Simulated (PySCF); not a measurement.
Process, species as SMILES: N#N (N2) + 3 [H][H] (H2) → 2 N (NH3)
B3LYP-D3(BJ)/def2-TZVP geometries, fixed; electronic energies without zero-point terms.
Largest species:
```
N
H 1 1.0136
H 1 1.0136 2 107.33
H 1 1.0136 2 107.33 3 -115.09
```

Basis-set convergence of the energy of full hydrogenation at PBE with PySCF. All functions are spherical. Density fitting with generated auxiliary sets. No added dispersion term, no relativity. Functions are those of the species that has most. Reference: the value in aug-pcseg-3, -46.75 kcal/mol, itself unsure by roughly 0.15 kcal/mol (its mean distance from aug-cc-pVQZ, cc-pV5Z, def2-QZVPPD). Deviations are taken from unrounded values.

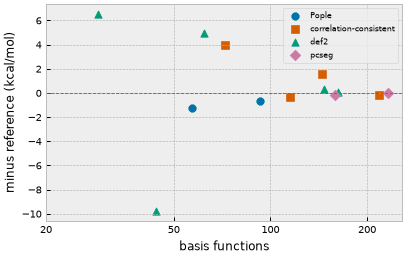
Fig. 1. Deviation from the reference against the number of basis functions, by family of sets.

| basis | functions | energy of full hydrogenation (kcal/mol) | minus reference (kcal/mol) |
|---|---|---|---|
| def2-SVP | 29 | -40.17 | 6.58 |
| def2-SVPD | 44 | -56.53 | -9.78 |
| 6-311++G(2d,2p) | 57 | -47.98 | -1.23 |
| def2-TZVP | 62 | -41.75 | 5.00 |
| cc-pVTZ | 72 | -42.78 | 3.97 |
| 6-311++G(3df,3pd) | 93 | -47.38 | -0.63 |
| aug-cc-pVTZ | 115 | -47.08 | -0.33 |
| cc-pVQZ | 145 | -45.15 | 1.60 |
| def2-QZVPP | 147 | -46.46 | 0.29 |
| pcseg-3 | 159 | -46.94 | -0.19 |
| def2-QZVPPD | 162 | -46.64 | 0.11 |
| aug-cc-pVQZ | 218 | -46.91 | -0.16 |
| aug-pcseg-3 | 232 | -46.75 | 0.00 |
